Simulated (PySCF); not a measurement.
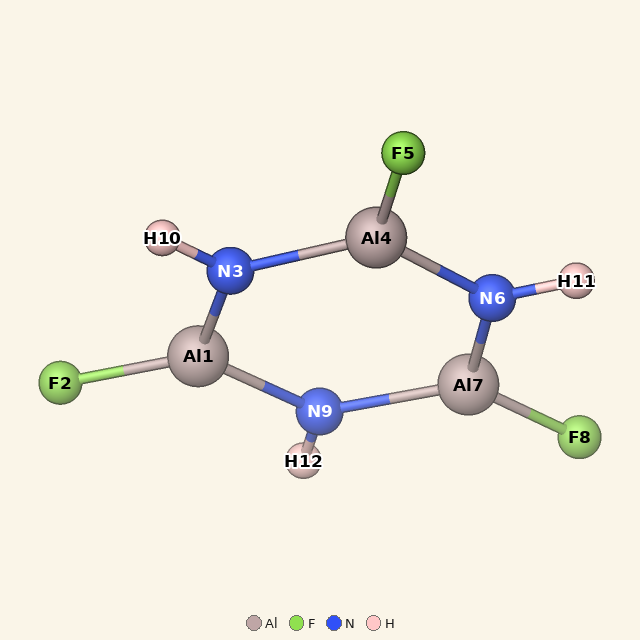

Depth is shown by fading: the farther an atom, the more it takes the colour of the background. The geometry was computed by an optimisation with PBE0-D3(BJ)/def2-SVP. No frequency run is at hand to confirm it as a minimum.

What is the conformation of the ring Al1–N3–Al4–N6–Al7–N9?

Answer. It is planar. The Cremer–Pople amplitude Q is 0.02 Å.

Give the torsion angles round the ring, beginning with the bond from its second to its third atom.

Answer. −2°, 2°, −1°, 0°, 0°, 1°.
